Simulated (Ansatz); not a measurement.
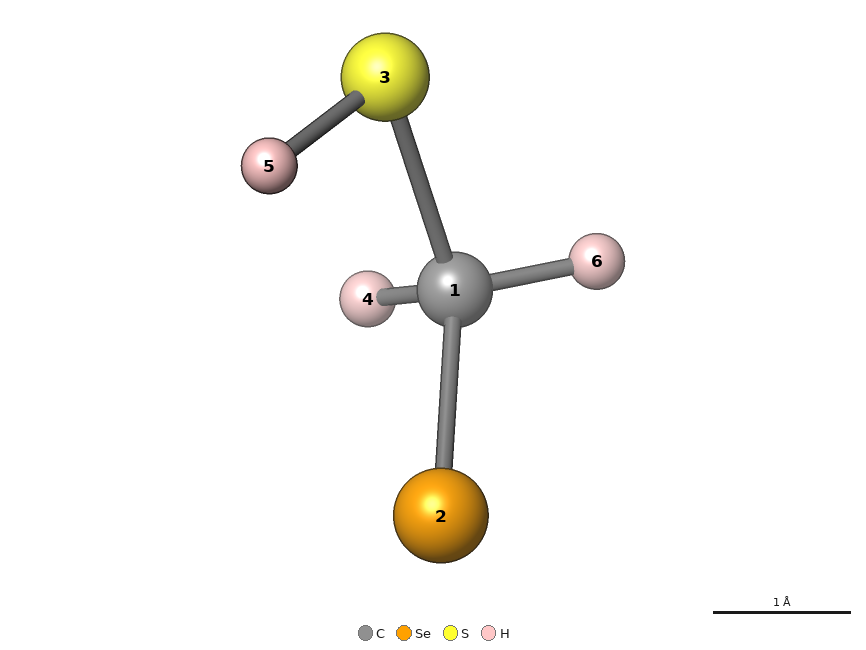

Orthographic view. Atoms fade into the background with distance from the viewer. State: charge −1, singlet. The computed structure is the end point of a PBE-D4/def2-SVPD optimisation. No frequency run is at hand to confirm it as a minimum.

List all interatomic distances (Å) as a matrix.

| atom | C1 | Se2 | S3 | H4 | H5 | H6 |
| --- | --- | --- | --- | --- | --- | --- |
| C1 | 0.00 |  |  |  |  |  |
| Se2 | 1.96 | 0.00 |  |  |  |  |
| S3 | 1.88 | 3.25 | 0.00 |  |  |  |
| H4 | 1.11 | 2.57 | 2.44 | 0.00 |  |  |
| H5 | 2.40 | 2.95 | 1.37 | 2.92 | 0.00 |  |
| H6 | 1.11 | 2.58 | 2.40 | 1.80 | 3.25 | 0.00 |
